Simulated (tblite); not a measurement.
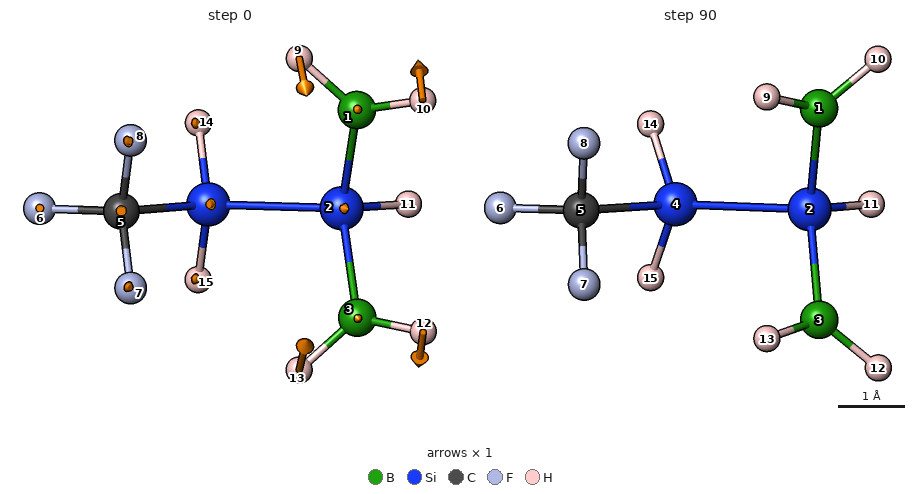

The structure of CH₇B₂F₃Si₂ before (left) and after (right) a relaxation, at one scale. The orange arrows give the displacements, at their true length.

The picture is a ball-and-stick view, seen at a tilt.

Computed with GFN2-xTB geometry optimisation, gas phase (tblite). 

### What changed between the two?

The largest moves after the best rigid fit, 1.01 Å, are those of H9 and H13. Largest moves by element: H 1.01 Å, Si 0.18 Å, F 0.17 Å, C 0.16 Å, B 0.11 Å. Among the contacts that change: Si2–Si4 2.231 → 2.356 Å, Si4–C5 1.880 → 1.950 Å, C5–F6 1.386 → 1.347 Å, Si2–H11 1.466 → 1.490 Å. Among the angles between lasting bonds that change: Si2–Si4–H14 109.2° → 119.7°, Si4–Si2–H11 109.5° → 99.1°, C5–Si4–H14 109.9° → 100.3°. Groups turn about B1–Si2 by about 55°, Si2–B3 by about 55°. Over 90 geometry steps the energy falls by 14.5 kcal/mol.
